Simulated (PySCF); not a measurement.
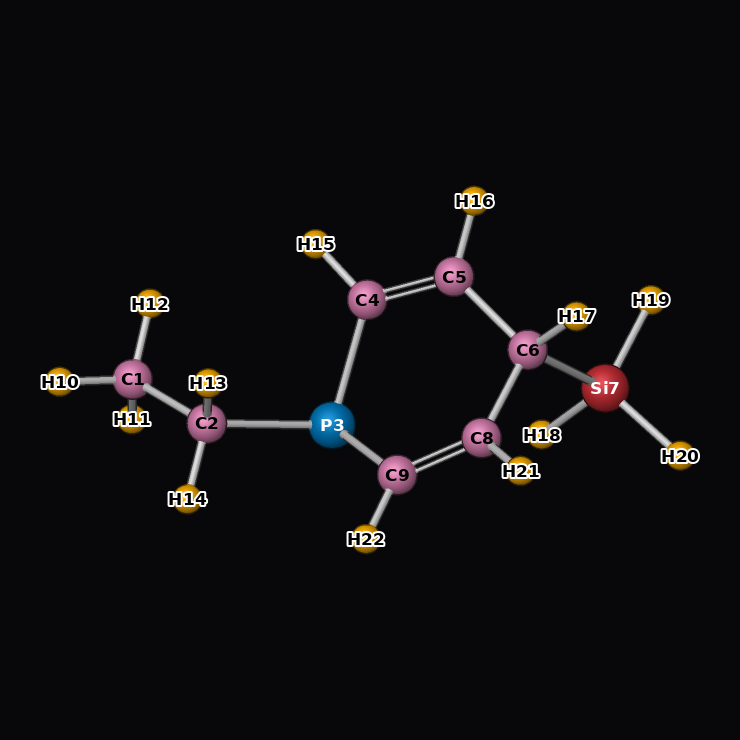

The questions are on isotropic NMR shieldings of the C atoms. Computed geometry: GFN2-xTB optimisation. No frequency run is at hand to confirm it as a minimum. Level of theory: GIAO PBE0/pcSseg-1 NMR shielding, non-relativistic, gas phase (PySCF 2.14.0).

Question: Which C atom is the most shielded (lowest chemical shift)?

Answer: C1 (174.2 ppm).

Question: Which C atom is the least shielded (highest chemical shift)?

Answer: C8 (49.5 ppm).

Question: How wide is the range of C shifts?

Answer: 124.7 ppm.

List the isotropic NMR shieldings of the C atoms.

```csv
atom,σ (ppm)
C1,174.2
C2,158.3
C4,55.0
C5,49.6
C6,152.9
C8,49.5
C9,53.4
```

The geometry is semi-empirical. Around P, Si such bond lengths and angles can be off by a tenth of an ångström or more and by several degrees, and values that hang on the shape move with them.
